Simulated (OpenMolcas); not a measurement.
# Single-point calculation, with input and output: AlH2Cl (part 2 of 2)

AlH2Cl; PBE/STO-3G, UKS (OpenMolcas 26.06). A bond length was changed on purpose from its optimised value.

Geometry of the input (Å):
```
Al -2.0265  0.2129  -2.3593
Cl 1.2461  -0.1310  1.4504
H  -3.2763  -0.6790  -2.4400
H  -1.8340  1.2159  -3.5085
```

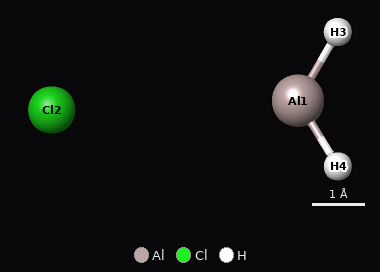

Figure 1. The structure as given in the input (ball-and-stick view, seen at an oblique angle; atoms are numbered from 1 in the order of the input). Sticks mark near contacts.

What the program printed, continued:
```
  75  -695.264877103 -1087.747182845   357.096081358  -6.32E-10*   4.40E-04*   2.43E-05*    7.39E-04   1.06E+02   QNRc2DIIS    0.
  76  -695.264877105 -1087.747122293   357.096020804  -1.98E-09*   7.30E-04*   2.90E-05*    1.03E-03   1.06E+02   QNRc2DIIS    0.
  77  -695.264877101 -1087.747202918   357.096101433   3.52E-09*   4.72E-05*   3.21E-06*    1.69E-03   1.06E+02   QNRc2DIIS    0.
  78  -695.264877101 -1087.747213335   357.096111850   2.08E-11*   3.59E-05*   1.50E-06*    1.03E-04   1.06E+02   QNRc2DIIS    0.
  79  -695.264877101 -1087.747217372   357.096115887  -2.71E-11    8.47E-05*   2.10E-06*    8.51E-05   1.06E+02   QNRc2DIIS    0.
  80  -695.264877101 -1087.747217439   357.096115953  -3.59E-11    1.88E-04*   2.95E-06*    2.08E-04   1.06E+02   QNRc2DIIS    0.
  81  -695.264877101 -1087.747217961   357.096116476   8.42E-11*   3.69E-05*   1.00E-06*    4.60E-04   1.06E+02   QNRc2DIIS    0.
  82  -695.264877101 -1087.747217103   357.096115618   9.21E-12*   1.09E-04*   1.30E-06*    8.82E-05   1.06E+02   QNRc2DIIS    0.
  83  -695.264877101 -1087.747217008   357.096115523  -3.93E-11    3.31E-04*   1.37E-06*    2.64E-04   1.06E+02   QNRc2DIIS    0.
  84  -695.264877101 -1087.747223040   357.096121555  -6.73E-11    1.23E-04*   1.10E-06*    8.08E-04   1.06E+02   QNRc2DIIS    0.
  85  -695.264877101 -1087.747213462   357.096111977  -7.96E-12    7.57E-06    6.91E-07*    3.01E-04   1.06E+02   QNRc2DIIS    0.
  86  -695.264877101 -1087.747218590   357.096117105  -8.19E-12    3.19E-05*   1.02E-06*    1.55E-05   1.06E+02   QNRc2DIIS    0.
  87  -695.264877101 -1087.747217787   357.096116301  -2.27E-12    2.05E-05*   1.29E-06*    7.66E-05   1.06E+02   QNRc2DIIS    0.
  88  -695.264877101 -1087.747217706   357.096116221  -1.18E-11    3.47E-05*   1.56E-06*    4.78E-05   1.06E+02   QNRc2DIIS    0.
  89  -695.264877101 -1087.747215597   357.096114111   2.46E-11*   3.80E-05*   5.45E-07*    7.08E-05   1.06E+02   QNRc2DIIS    0.
  90  -695.264877101 -1087.747214359   357.096112874   2.27E-13*   2.11E-05*   8.17E-07*    8.90E-05   1.06E+02   QNRc2DIIS    0.
  91  -695.264877101 -1087.747215551   357.096114066  -9.78E-12    5.46E-06    9.27E-07*    4.47E-05   1.06E+02   QNRc2DIIS    0.
  92  -695.264877101 -1087.747216930   357.096115445   2.27E-13*   2.79E-05*   1.14E-06*    1.09E-05   1.06E+02   QNRc2DIIS    0.
  93  -695.264877101 -1087.747219537   357.096118051   9.78E-12*   2.48E-05*   6.81E-07*    6.01E-05   1.06E+02   QNRc2DIIS    0.
  94  -695.264877101 -1087.747227468   357.096125983  -4.48E-11    4.76E-05*   2.64E-06*    4.78E-05   1.06E+02   QNRc2DIIS    0.
  95  -695.264877101 -1087.747229371   357.096127886   3.25E-11*   3.91E-05*   1.39E-06*    9.96E-05   1.06E+02   QNRc2DIIS    0.
  96  -695.264877101 -1087.747219773   357.096118288   6.37E-12*   7.54E-06    1.01E-06*    7.87E-05   1.06E+02   QNRc2DIIS    0.
  97  -695.264877101 -1087.747216793   357.096115308   4.55E-13*   2.28E-05*   7.69E-07*    1.60E-05   1.06E+02   QNRc2DIIS    0.
  98  -695.264877101 -1087.747222161   357.096120675   1.25E-12*   1.23E-05*   1.04E-06*    4.23E-05   1.06E+02   QNRc2DIIS    0.
  99  -695.264877101 -1087.747218677   357.096117192   1.59E-12*   5.43E-06    9.93E-07*    2.75E-05   1.06E+02   QNRc2DIIS    0.
 100  -695.264877101 -1087.747219007   357.096117522   7.96E-13*   1.00E-05*   8.29E-07*    1.19E-05   1.06E+02   QNRc2DIIS    0.
 101  -695.264877101 -1087.747216432   357.096114947  -1.14E-11    1.68E-05*   1.22E-06*    2.25E-05   1.06E+02   QNRc2DIIS    0.
 102  -695.264877101 -1087.747216645   357.096115160   6.59E-12*   1.73E-05*   9.56E-07*    3.08E-05   1.06E+02   QNRc2DIIS    0.
 103  -695.264877101 -1087.747218770   357.096117285  -7.05E-12    1.16E-05*   1.41E-06*    3.65E-05   1.06E+02   QNRc2DIIS    0.
 104  -695.264877101 -1087.747211826   357.096110341   3.41E-13*   1.65E-05*   1.33E-06*    2.78E-05   1.06E+02   QNRc2DIIS    0.
 105  -695.264877101 -1087.747216754   357.096115269  -7.96E-13    1.14E-05*   1.20E-06*    3.49E-05   1.06E+02   QNRc2DIIS    0.
 106  -695.264877101 -1087.747217485   357.096116000  -1.60E-11    1.44E-05*   1.80E-06*    2.27E-05   1.06E+02   QNRc2DIIS    0.
 107  -695.264877101 -1087.747216452   357.096114967   1.48E-12*   3.92E-06    1.45E-06*    2.86E-05   1.06E+02   QNRc2DIIS    0.
 108  -695.264877101 -1087.747216410   357.096114924  -1.26E-11    5.25E-06    1.62E-06*    6.91E-06   1.06E+02   QNRc2DIIS    0.
 109  -695.264877101 -1087.747217689   357.096116204  -1.64E-11    3.24E-05*   1.99E-06*    9.47E-06   1.06E+02   QNRc2DIIS    0.
 110  -695.264877101 -1087.747220172   357.096118687   5.96E-11*   7.48E-06    2.63E-07*    5.58E-05   1.06E+02   QNRc2DIIS    0.
 111  -695.264877101 -1087.747213977   357.096112492  -3.52E-12    2.96E-06    6.77E-07*    1.32E-05   1.06E+02   QNRc2DIIS    0.
 112  -695.264877101 -1087.747215561   357.096114076   6.82E-13*   7.46E-06    5.52E-07*    5.99E-06   1.06E+02   QNRc2DIIS    0.
 113  -695.264877101 -1087.747220624   357.096119139  -6.03E-12    5.99E-06    1.12E-06*    1.33E-05   1.06E+02   QNRc2DIIS    0.
 114  -695.264877101 -1087.747214580   357.096113094  -2.05E-12    5.98E-06    1.32E-06*    9.85E-06   1.06E+02   QNRc2DIIS    0.
 115  -695.264877101 -1087.747219880   357.096118394  -6.37E-12    4.23E-06    1.61E-06*    1.02E-05   1.06E+02   QNRc2DIIS    0.
 116  -695.264877101 -1087.747217633   357.096116147  -8.53E-12    4.21E-06    2.00E-06*    7.17E-06   1.06E+02   QNRc2DIIS    0.
 117  -695.264877101 -1087.747217321   357.096115835  -1.23E-11    2.42E-05*   2.51E-06*    7.42E-06   1.06E+02   QNRc2DIIS    0.
 118  -695.264877101 -1087.747216829   357.096115343   3.66E-11*   3.68E-06    5.38E-07*    4.25E-05   1.06E+02   QNRc2DIIS    0.
 119  -695.264877101 -1087.747216723   357.096115238  -1.59E-12    2.27E-06    6.13E-07*    8.49E-06   1.06E+02   QNRc2DIIS    0.
 120  -695.264877101 -1087.747215680   357.096114195  -3.41E-13    2.75E-06    7.03E-07*    4.70E-06   1.06E+02   QNRc2DIIS    0.
 121  -695.264877101 -1087.747216957   357.096115472  -1.36E-12    2.12E-06    7.24E-07*    5.27E-06   1.06E+02   QNRc2DIIS    0.
 122  -695.264877101 -1087.747216864   357.096115379  -1.25E-12    3.45E-06    6.87E-07*    3.80E-06   1.06E+02   QNRc2DIIS    0.
 123  -695.264877101 -1087.747216520   357.096115035  -2.84E-12    2.68E-06    1.09E-06*    6.57E-06   1.06E+02   QNRc2DIIS    0.
 124  -695.264877101 -1087.747216421   357.096114936  -3.52E-12    2.91E-06    1.32E-06*    5.45E-06   1.06E+02   QNRc2DIIS    0.
 125  -695.264877101 -1087.747216282   357.096114797  -6.25E-12    3.45E-06    1.60E-06*    5.69E-06   1.06E+02   QNRc2DIIS    0.
 126  -695.264877101 -1087.747215966   357.096114481  -7.96E-12    2.18E-05*   1.97E-06*    6.62E-06   1.06E+02   QNRc2DIIS    0.
 127  -695.264877101 -1087.747216841   357.096115356   2.19E-11*   4.52E-06    9.11E-07*    4.13E-05   1.06E+02   QNRc2DIIS    0.
 128  -695.264877101 -1087.747217740   357.096116254  -2.96E-12    3.15E-06    1.03E-06*    9.14E-06   1.06E+02   QNRc2DIIS    0.
 129  -695.264877101 -1087.747217348   357.096115862  -3.75E-12    2.76E-06    1.13E-06*    5.85E-06   1.06E+02   QNRc2DIIS    0.
 130  -695.264877101 -1087.747217335   357.096115849  -3.07E-12    1.92E-05*   1.06E-06*    5.12E-06   1.06E+02   QNRc2DIIS    0.
 131  -695.264877101 -1087.747216724   357.096115239   1.25E-11*   3.82E-06    3.78E-07*    3.41E-05   1.06E+02   QNRc2DIIS    0.
 132  -695.264877101 -1087.747217493   357.096116008  -1.36E-12    3.30E-06    5.24E-07*    7.28E-06   1.06E+02   QNRc2DIIS    0.
 133  -695.264877101 -1087.747216882   357.096115397  -9.09E-13    2.19E-06    5.63E-07*    6.53E-06   1.06E+02   QNRc2DIIS    0.
 134  -695.264877101 -1087.747217254   357.096115769   5.68E-13*   8.54E-06    5.80E-07*    4.14E-06   1.06E+02   QNRc2DIIS    0.
 135  -695.264877101 -1087.747217410   357.096115925  -2.16E-12    8.96E-06    1.10E-06*    1.48E-05   1.06E+02   QNRc2DIIS    0.
 136  -695.264877101 -1087.747217335   357.096115850   1.14E-13*   2.26E-06    7.98E-07*    1.53E-05   1.06E+02   QNRc2DIIS    0.
 137  -695.264877101 -1087.747217430   357.096115944  -3.18E-12    2.48E-06    1.07E-06*    4.28E-06   1.06E+02   QNRc2DIIS    0.
 138  -695.264877101 -1087.747217666   357.096116181  -3.87E-12    2.85E-06    1.39E-06*    4.62E-06   1.06E+02   QNRc2DIIS    0.
 139  -695.264877101 -1087.747217781   357.096116296  -5.46E-12    1.69E-05*   1.77E-06*    5.17E-06   1.06E+02   QNRc2DIIS    0.
 140  -695.264877101 -1087.747216799   357.096115313   1.71E-11*   2.90E-06    2.82E-07*    3.02E-05   1.06E+02   QNRc2DIIS    0.
 141  -695.264877101 -1087.747216737   357.096115252  -4.55E-13    1.61E-06    3.79E-07*    6.30E-06   1.06E+02   QNRc2DIIS    0.
 142  -695.264877101 -1087.747216758   357.096115272   1.14E-13*   1.14E-06    3.51E-07*    3.69E-06   1.06E+02   QNRc2DIIS    0.
 143  -695.264877101 -1087.747216770   357.096115285  -3.41E-13    1.21E-06    3.13E-07*    2.45E-06   1.06E+02   QNRc2DIIS    0.
 144  -695.264877101 -1087.747216825   357.096115340   1.14E-13*   2.34E-06    3.58E-07*    2.31E-06   1.06E+02   QNRc2DIIS    0.
 145  -695.264877101 -1087.747216668   357.096115183  -1.14E-12    1.64E-06    5.32E-07*    4.37E-06   1.06E+02   QNRc2DIIS    0.
 146  -695.264877101 -1087.747216624   357.096115139  -2.05E-12    1.59E-06    6.30E-07*    3.42E-06   1.06E+02   QNRc2DIIS    0.
 147  -695.264877101 -1087.747216566   357.096115081  -1.02E-12    1.84E-06    7.42E-07*    3.25E-06   1.06E+02   QNRc2DIIS    0.
 148  -695.264877101 -1087.747216486   357.096115001  -1.93E-12    2.25E-06    9.05E-07*    3.62E-06   1.06E+02   QNRc2DIIS    0.
 149  -695.264877101 -1087.747216375   357.096114889  -3.87E-12    1.50E-05*   1.13E-06*    4.33E-06   1.06E+02   QNRc2DIIS    0.
 150  -695.264877101 -1087.747217054   357.096115569   1.02E-11*   2.53E-06    2.68E-07*    2.84E-05   1.06E+02   QNRc2DIIS    0.
 151  -695.264877101 -1087.747217051   357.096115566   1.14E-13*   1.25E-06    2.49E-07*    6.05E-06   1.06E+02   QNRc2DIIS    0.
 152  -695.264877101 -1087.747217038   357.096115553   3.41E-13*   8.79E-07    2.28E-07*    2.93E-06   1.06E+02   QNRc2DIIS    0.
 153  -695.264877101 -1087.747217022   357.096115536  -2.27E-13    1.01E-06    2.05E-07*    1.99E-06   1.06E+02   QNRc2DIIS    0.
 154  -695.264877101 -1087.747216984   357.096115499   0.00E+00    2.30E-06    1.64E-07*    2.08E-06   1.06E+02   QNRc2DIIS    0.
 155  -695.264877101 -1087.747217104   357.096115618  -9.09E-13    1.21E-06    3.68E-07*    4.13E-06   1.06E+02   QNRc2DIIS    0.
 156  -695.264877101 -1087.747217123   357.096115637   0.00E+00    1.09E-06    4.12E-07*    2.73E-06   1.06E+02   QNRc2DIIS    0.
 157  -695.264877101 -1087.747217157   357.096115671  -4.55E-13    1.28E-06    4.87E-07*    2.26E-06   1.06E+02   QNRc2DIIS    0.
 158  -695.264877101 -1087.747217208   357.096115722  -1.36E-12    1.62E-06    6.02E-07*    2.52E-06   1.06E+02   QNRc2DIIS    0.
 159  -695.264877101 -1087.747217279   357.096115794  -1.82E-12    1.98E-06    7.56E-07*    3.08E-06   1.06E+02   QNRc2DIIS    0.
 160  -695.264877101 -1087.747217372   357.096115887  -2.84E-12    3.02E-05*   9.51E-07*    3.68E-06   1.06E+02   QNRc2DIIS    0.
 161  -695.264877101 -1087.747216959   357.096115474   7.16E-12*   1.36E-06    1.42E-07*    7.27E-05   1.06E+02   QNRc2DIIS    0.
 162  -695.264877101 -1087.747216851   357.096115366   0.00E+00    1.07E-06    2.07E-07*    2.68E-06   1.06E+02   QNRc2DIIS    0.
 163  -695.264877101 -1087.747216905   357.096115420  -3.41E-13    1.00E-06    2.70E-07*    1.98E-06   1.06E+02   QNRc2DIIS    0.
 164  -695.264877101 -1087.747216884   357.096115399  -1.02E-12    5.30E-06    3.29E-07*    1.80E-06   1.06E+02   QNRc2DIIS    0.
 165  -695.264877101 -1087.747217030   357.096115545   1.82E-12*   9.81E-07    8.15E-08     9.46E-06   1.06E+02   QNRc2DIIS    0.
 166  -695.264877101 -1087.747216841   357.096115356  -2.27E-13    1.20E-06    1.04E-07*    1.82E-06   1.06E+02   QNRc2DIIS    0.
 167  -695.264877101 -1087.747217051   357.096115566   0.00E+00    1.08E-06    1.44E-07*    2.16E-06   1.06E+02   QNRc2DIIS    0.
 168  -695.264877101 -1087.747216848   357.096115363   1.14E-13*   1.04E-06    1.59E-07*    1.76E-06   1.06E+02   QNRc2DIIS    0.
 169  -695.264877101 -1087.747216987   357.096115502  -4.55E-13    9.43E-07    1.66E-07*    1.74E-06   1.06E+02   QNRc2DIIS    0.
 170  -695.264877101 -1087.747216932   357.096115446   2.27E-13*   3.50E-06    2.30E-07*    1.70E-06   1.06E+02   QNRc2DIIS    0.
 171  -695.264877101 -1087.747216956   357.096115471   1.14E-13*   9.18E-07    8.48E-08     6.57E-06   1.06E+02   QNRc2DIIS    0.
 172  -695.264877101 -1087.747216890   357.096115405   1.14E-13*   7.34E-07    1.12E-07*    1.87E-06   1.06E+02   QNRc2DIIS    0.
 173  -695.264877101 -1087.747216883   357.096115398  -1.14E-13    4.56E-07    1.45E-07*    1.35E-06   1.06E+02   QNRc2DIIS    0.
 174  -695.264877101 -1087.747216919   357.096115434  -3.41E-13    3.57E-06    1.69E-07*    8.08E-07   1.06E+02   QNRc2DIIS    0.
 175  -695.264877101 -1087.747216897   357.096115412   1.14E-13*   5.99E-07    7.25E-08     6.50E-06   1.06E+02   QNRc2DIIS    0.
 176  -695.264877101 -1087.747216955   357.096115470   2.27E-13*   4.21E-07    8.86E-08     1.31E-06   1.06E+02   QNRc2DIIS    0.
 177  -695.264877101 -1087.747216950   357.096115464   0.00E+00    3.28E-07    8.69E-08     9.69E-07   1.06E+02   QNRc2DIIS    0.

       Convergence after 177 Iterations
--

 *****************************************************************************************************************************
 *                                             SCF/KS-DFT Program, Final results                                             *
 *                                                       Final Results                                                       *
 *****************************************************************************************************************************

::    Total KS-DFT energy                            -695.2648771011
      One-electron energy                           -1087.7472169497
      Two-electron energy                             357.0961154645
      Nuclear repulsion energy                         35.3862243841
      Kinetic energy (interpolated)                   684.1122881614
      Virial theorem                                    1.0163022783
      Total spin, S(S+1)                                0.0000000000
      Total spin, S                                     0.0000000000
      Max non-diagonal density matrix element           0.0000001116
      Max non-diagonal Fock matrix element              0.0000000760

      All orbitals with orbital energies smaller than  E(LUMO)+0.5 are printed

++    Molecular orbitals:
      -------------------

      Title: UKS-DFT orbitals (alpha)

      Molecular orbitals for symmetry species 1: a

          Orbital            1         2         3         4         5         6         7         8         9        10
          Energy          -98.9971  -55.0651   -8.4123   -6.2528   -6.2522   -6.2522   -4.0323   -2.5806   -2.5793   -2.5688
          Occ. No.          1.0000    1.0000    1.0000    1.0000    1.0000    1.0000    1.0000    1.0000    1.0000    1.0000

          Orbital           11        12        13        14        15        16        17        18        19        20
          Energy           -0.4912   -0.3753   -0.2815   -0.2125   -0.1064    0.1440    0.1475    0.1475    0.1491    0.2040
          Occ. No.          1.0000    1.0000    1.0000    1.0000    1.0000    1.0000    0.0000    0.0000    0.0000    0.0000

--

      All orbitals with orbital energies smaller than  E(LUMO)+0.5 are printed

++    Molecular orbitals:
      -------------------

      Title: UKS-DFT orbitals (beta)

      Molecular orbitals for symmetry species 1: a

          Orbital            1         2         3         4         5         6         7         8         9        10
          Energy          -98.9971  -55.0651   -8.4123   -6.2528   -6.2522   -6.2522   -4.0323   -2.5806   -2.5793   -2.5688
          Occ. No.          1.0000    1.0000    1.0000    1.0000    1.0000    1.0000    1.0000    1.0000    1.0000    1.0000

          Orbital           11        12        13        14        15        16        17        18        19        20
          Energy           -0.4912   -0.3753   -0.2815   -0.2125   -0.1064    0.1440    0.1475    0.1475    0.1491    0.2040
          Occ. No.          1.0000    1.0000    1.0000    1.0000    1.0000    1.0000    0.0000    0.0000    0.0000    0.0000

--

++    Molecular charges:
      ------------------

      Mulliken charges per centre and basis function type
      ---------------------------------------------------

                            AL1                     CL2                     H3                      H4
                     alpha        beta       alpha        beta       alpha        beta       alpha        beta
      1s           2.8410      2.8410      3.0000      3.0000      0.6495      0.6495      0.6495      0.6495
      2px          1.6022      1.6022      1.4179      1.4179      0.0000      0.0000      0.0000      0.0000
      2pz          1.6283      1.6283      1.5665      1.5665      0.0000      0.0000      0.0000      0.0000
      2py          1.6405      1.6405      1.0046      1.0046      0.0000      0.0000      0.0000      0.0000
      Total        7.7120      7.7120      6.9891      6.9891      0.6495      0.6495      0.6495      0.6495
      Total             15.4240                 13.9781                  1.2989                  1.2989

      Charge           -2.4240                  3.0219                 -0.2989                 -0.2989

      Total electronic charge=   32.000000

      Total            charge=   -0.000000
--

++    Molecular orbitals:
      -------------------

      Title: Natural orbitals

      Molecular orbitals for symmetry species 1: a

          Orbital            1         2         3         4         5         6         7         8         9        10
          Energy          -98.9971  -55.0651   -8.4123   -6.2528   -6.2522   -6.2522   -4.0323   -2.5806   -2.5793   -2.5688
          Occ. No.          2.0000    2.0000    2.0000    2.0000    2.0000    2.0000    2.0000    2.0000    2.0000    2.0000

          Orbital           11        12        13        14        15        16        17        18        19        20
          Energy           -0.4912   -0.3753   -0.2815    0.1440    0.1475    0.1475   -0.2125   -0.1064    0.1491    0.2040
          Occ. No.          2.0000    2.0000    2.0000    2.0000    2.0000    2.0000    0.0000    0.0000    0.0000    0.0000

--

++    Molecular properties:
      ---------------------

      Charge (e):
                      =   -0.0000
      Dipole Moment (debye):
      Origin of the operator (angstrom)=   -0.2541    0.0267   -0.2960
                   X=  4.7247E+01               Y= -4.9637E+00               Z=  5.5001E+01           Total=  7.2677E+01
      Quadrupole Moment (debye*angstrom):
      Origin of the operator (angstrom)=   -0.2541    0.0267   -0.2960
                  XX= -3.7672E+01              XY=  9.6575E-01              XZ= -1.5287E+01              YY= -2.4718E+01
                  YZ=  1.9542E+00              ZZ= -4.2264E+01
      In traceless form (debye*angstrom)
                  XX= -4.1809E+00              XY=  1.4486E+00              XZ= -2.2931E+01              YY=  1.5250E+01
                  YZ=  2.9314E+00              ZZ= -1.1069E+01
--

--- Stop Module: scf /rc=_RC_ALL_IS_WELL_ ---
--- Module scf spent 45 seconds ---

.##################.
.# Happy landing! #.
.##################.

    Timing: Wall=46.27 User=36.98 System=9.28
```

Summary:

| quantity | value |
| --- | --- |
| outcome | converged |
| total energy | −695.264877 hartree |
| basis functions | 20 |
| HOMO | 3.92 eV |
| LUMO | 4.01 eV |
| dipole moment | 72.68 debye |
| wall time | 47 s |
| peak memory | 0.37 GiB |
